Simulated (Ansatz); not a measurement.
Process, species as SMILES: C=CCl → 2 C atom + Cl atom + 3 H atom
B3LYP-D3(BJ)/def2-TZVP geometries, fixed; electronic energies without zero-point terms.

Basis-set convergence of the atomisation energy at MP2 with Ansatz (a first-principles code). Cartesian d functions, on some or all atoms, in 6-311G**; all else is spherical. Cores are frozen. Open shells are unrestricted. No added dispersion term, no relativity. Functions are those of the species that has most. Reference: Hartree-Fock in aug-cc-pV(Q+d)Z plus the correlation part extrapolated as X^-3 from aug-cc-pV(T+d)Z and aug-cc-pV(Q+d)Z, 553.15 kcal/mol, itself unsure by roughly 1.83 kcal/mol (a third of the extrapolation step and of the last Hartree-Fock step). Deviations are taken from unrounded values.

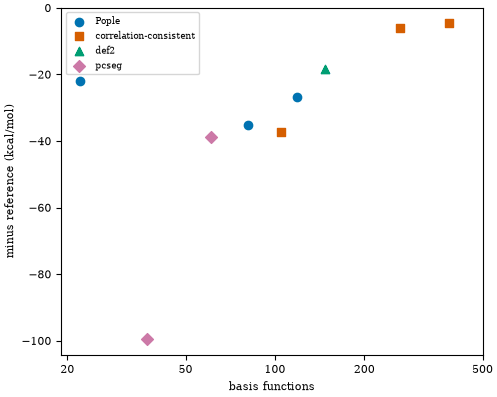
*Deviation from the reference against the number of basis functions, by family of sets.*

```csv
basis,functions,atomisation energy (kcal/mol),minus reference (kcal/mol)
STO-3G,22,531.30,-21.85
pcseg-0,37,453.66,-99.49
pcseg-1,61,514.43,-38.72
6-311G**,81,517.95,-35.20
aug-cc-pV(D+d)Z,105,515.85,-37.30
"6-311++G(2d,2p)",119,526.34,-26.81
def2-TZVPD,147,534.62,-18.53
cc-pV(Q+d)Z,264,547.01,-6.15
aug-cc-pV(Q+d)Z,387,548.45,-4.70
```
